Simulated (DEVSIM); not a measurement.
Device: Ti/Al2O3/p-Ge capacitor, at 300 K.

```
layer (left to right)  material  thickness (nm)  Na (cm⁻³)
---------------------  --------  --------------  ---------
1                         Al2O3            3.20          -
2                            Ge            3900     1.2e16
```

Metal gate on the left, work function 4.33 eV. Fixed charge at the semiconductor interface -6.6e11 cm⁻² (in units of +e); no interface traps.

This is a model device: material constants are rounded textbook-type values typed into the input, and sizes, dopings and lifetimes were drawn at random. Values at 300 K.

```
parameter      Al2O3       Ge
-------------  -----  -------
gap (eV)         6.8    0.664
affinity (eV)   1.35        4
permittivity       9       16
Nc (cm⁻³)          -  1.04e19
Nv (cm⁻³)          -     6e18
```

Model (solved in DEVSIM): 1D Poisson equation in equilibrium, Boltzmann statistics, complete ionisation; no quantum confinement or tunnelling. Metal contacts follow the ideal Schottky-Mott rule: no Fermi-level pinning, no interface dipoles.

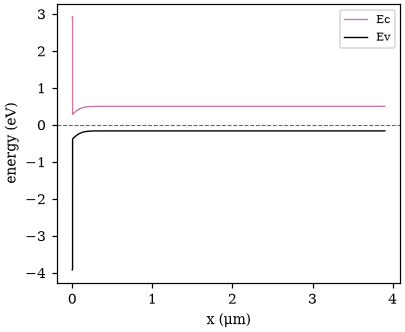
*Band edges at 0.1 V on the gate*

Energies count from the Fermi level of the right contact; mesh points crowd at the junctions.

| x (μm) | Ec (eV) | Ev (eV) | n (cm⁻³) | p (cm⁻³) | field (V/cm) |
|---|---|---|---|---|---|
| 0.000 | 2.880 | -3.920 | < 1e2 | < 1e2 | 170000 |
| 0.0009644 | 2.897 | -3.903 | < 1e2 | < 1e2 | 170000 |
| 0.002064 | 2.916 | -3.884 | < 1e2 | < 1e2 | 170000 |
| 0.003099 | 2.934 | -3.866 | < 1e2 | < 1e2 | 170000 |
| 0.004840 | 0.289 | -0.375 | 1.4e14 | 3.0e12 | 23000 |
| 0.007942 | 0.296 | -0.368 | 1.1e14 | 4.0e12 | 22000 |
| 0.01448 | 0.310 | -0.354 | 6.4e13 | 6.9e12 | 21000 |
| 0.03641 | 0.354 | -0.310 | 1.2e13 | 3.7e13 | 18000 |
| 0.07446 | 0.414 | -0.250 | 1.2e12 | 3.8e14 | 13000 |
| 0.1547 | 0.481 | -0.182 | 8.5e10 | 5.2e15 | 4400 |
| 0.3347 | 0.503 | -0.161 | 3.7e10 | 1.2e16 | 94 |
| 0.8907 | 0.503 | -0.161 | 3.6e10 | 1.2e16 | ≈ 0 |
| 1.875 | 0.503 | -0.161 | 3.6e10 | 1.2e16 | ≈ 0 |
| 2.913 | 0.503 | -0.161 | 3.6e10 | 1.2e16 | ≈ 0 |
| 3.546 | 0.503 | -0.161 | 3.6e10 | 1.2e16 | ≈ 0 |
| 3.734 | 0.503 | -0.161 | 3.6e10 | 1.2e16 | ≈ 0 |
| 3.824 | 0.503 | -0.161 | 3.6e10 | 1.2e16 | ≈ 0 |
| 3.867 | 0.503 | -0.161 | 3.6e10 | 1.2e16 | ≈ 0 |
| 3.890 | 0.503 | -0.161 | 3.6e10 | 1.2e16 | ≈ 0 |
| 3.898 | 0.503 | -0.161 | 3.6e10 | 1.2e16 | ≈ 0 |
| 3.901 | 0.503 | -0.161 | 3.6e10 | 1.2e16 | ≈ 0 |
| 3.903 | 0.503 | -0.161 | 3.6e10 | 1.2e16 | ≈ 0 |
